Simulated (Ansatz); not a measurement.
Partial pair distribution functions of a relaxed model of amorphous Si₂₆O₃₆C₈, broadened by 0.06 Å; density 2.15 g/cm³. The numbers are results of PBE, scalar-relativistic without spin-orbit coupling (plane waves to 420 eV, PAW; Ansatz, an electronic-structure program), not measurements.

Preparation: random packing, a CHGNet melt and quench, and a DFT relaxation. O atoms were pushed apart under 1.9 Å during the dynamics, to hinder bonds among them. The hot cell started wider than the set density and was brought back towards it in steps. It is the lowest in DFT energy of 2 quenches. It is a model cell: composition and starting density were chosen by hand, and all elements were melted together. No dispersion term was used. Its density started from a set value of 2.15 and ended at 2.15 g/cm³. The quench (nominally 810 K/ps over its main leg) was far faster than any real one, so the model tends to hold more defects than a real film. Values belong to this one cell and scatter from quench to quench. The volume was held where the preparation left it, at a PBE pressure of -2.9 GPa (tension). Stress components on the final sampling reach 4.4 GPa.

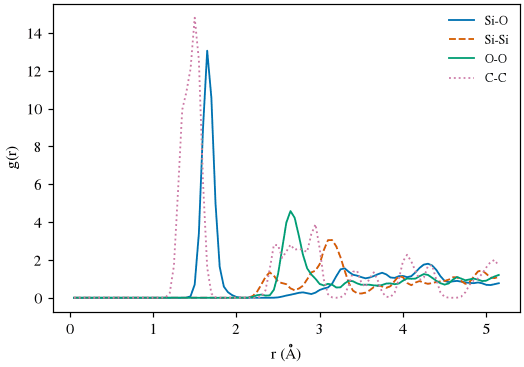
Figure: Partial pair distribution functions

Highest peaks under 4.5 Å: Si-O near 1.65 Å, Si-Si near 3.15 Å, O-O near 2.65 Å, C-C near 1.50 Å; pairs of few atoms are noisy.

Within 2.04 Å each Si has 2.58 O neighbours on average.
